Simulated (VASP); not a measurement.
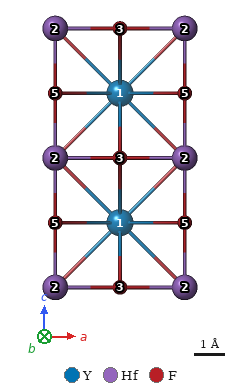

Starting structure of crystalline YHfF3 (a generated structure, set up in Pm-3m). The picture is a ball-and-stick view of the cell of the calculation, repeated 1 × 1 × 2 with one cell outlined, seen along the b axis.

The run lets cell and atoms move.

Theory: Kohn-Sham DFT of a periodic cell, PBE, VASP PAW PBE potentials, recommended in VASP 6.6.1.

Input file:
```
PREC = Accurate ; ENCUT = 600
EDIFF = 1E-6 ; ISMEAR = 0
SIGMA = 0.1 ; LREAL = F
LASPH = T ; NELM = 80
ALGO = Fast ; ISIF = 3
LWAVE = F ; LCHARG = F
GGA = PE ; IBRION = 2
NSW = 100 ; EDIFFG = -0.01
```

Run as
```bash
cat potpaw_PBE.64/Y_sv/POTCAR potpaw_PBE.64/Hf_pv/POTCAR potpaw_PBE.64/F/POTCAR > POTCAR
mpirun -np 1 vasp_std > vasp.out
```

The structure:
```xyz
5
Lattice="4.4347 0.0000 0.0000 0.0000 4.4347 0.0000 0.0000 0.0000 4.4347" Properties=species:S:1:pos:R:3 pbc="T T T"
Y     2.2174    2.2174    2.2174
Hf    0.0000    0.0000    0.0000
F     2.2174    0.0000    0.0000
F     0.0000    2.2174    0.0000
F     0.0000    0.0000    2.2174
```

### Predict the outcome.

The atoms keep their places relative to the cell (all moves are under 0.005 Å). The volume changes by −2.6 %, with a = b = c 4.435 → 4.396 Å (−0.9 %). Near-neighbour distances that change, for instance: Y1–F3 3.136 → 3.109 Å, Hf2–F3 2.217 → 2.198 Å. The space group stays Pm-3m (No. 221). The energy falls by 12.6 meV per cell of the calculation in 2 geometry steps. All forces vanish by symmetry, so only the cell relaxes. Pressure: −1.79 GPa at the start and 0.01 GPa at the end.

After the run, drawn alike:

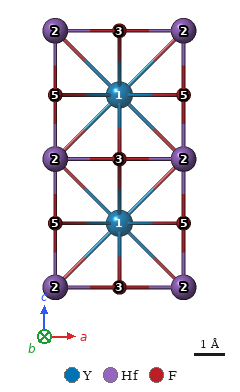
